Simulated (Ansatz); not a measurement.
## Electronic structure of Al₂Ga (doublet) in real space

Input file:

```
crystal:
  periodic: [false, false, false]
  atoms:
    - {symbol: Al, position_ang: [1.182177, -0.879177, 0.002364]}
    - {symbol: Al, position_ang: [-0.834283, 0.161435, 1.203106]}
    - {symbol: Ga, position_ang: [-0.347894, 0.717752, -1.205470]}
basis:
  gaussian: {orbitals: def2-TZVP, initial_orbitals: start.molden}
magnetization: {spin_polarized: true, initial_magnetization: 1}
hamiltonian: {xc: pbe0, dispersion: d4}
output: {forces: true, orbitals: {seedname: orbitals}}
```

Command:

```sh
ansatz run in.yaml --threads 4 --pin off --events-out ev --progress --plain --max-ram 3916MiB
```

Geometry: B3LYP-D4/def2-TZVP.

Computed with UKS PBE0-D4/def2-TZVP in Ansatz 0.2.0.

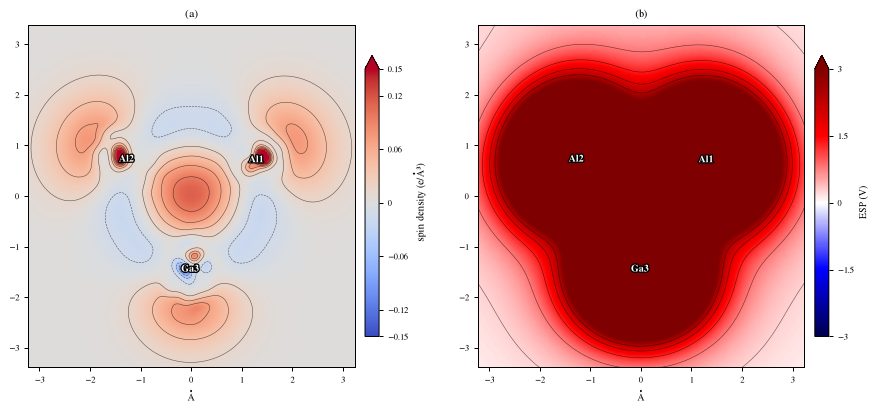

Figure 1. (a) spin density; (b) molecular electrostatic potential on the molecular plane.

Question: Describe what can be read from this map.

Answer:
- Atoms in the plane: Al and Ga.
- The unpaired spin (1 electron) lies mostly on Al1 (about 0.3), Al2 (about 0.3) and Ga3 (about 0.3), in electrons by Hirshfeld's partition.
- The potential has no marked negative region in this plane.

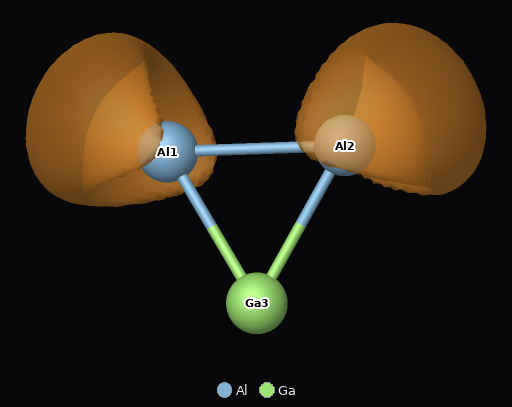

Figure 2. Isosurface of the electron localisation function at 0.85 (orange), seen at a tilt. Core shells and regions of very low density are left out.

Question: Identify the bonds, lone pairs and shells in this picture.

Answer: At this value the surface marks out two lobes on Al, pointing away from the bonds (non-bonding electrons). Along the contacts the grid gives the following. Al–Ga (2.52 Å): the ELF reaches about 0.55 near the midpoint. Al–Al (2.57 Å): the ELF peaks at about 0.65 between the atoms.

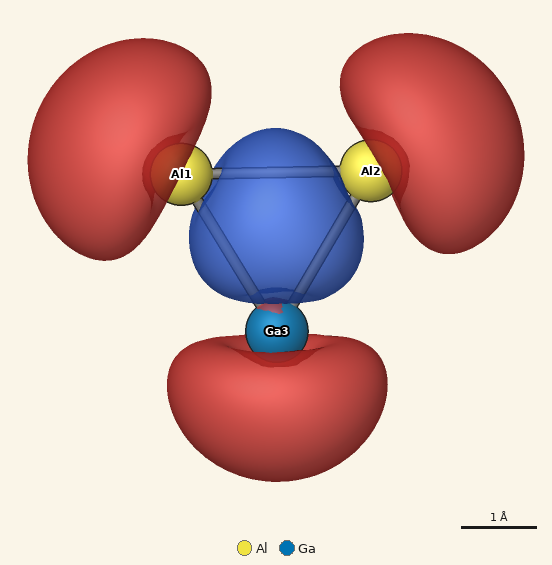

Figure 3. The HOMO−1 (α) at ±0.08 Å⁻³ᐟ² (blue and red are the two phases), seen at a tilt.

Question: Where does this orbital lie, and at what energy?

Answer: Its weight (Hirshfeld) is mainly on Al1 (about 35 %), Al2 (about 35 %) and Ga3 (about 30 %); it is symmetric in the molecular plane (an in-plane orbital: σ, lone-pair or in-plane π type). Its energy is −5.21 eV.
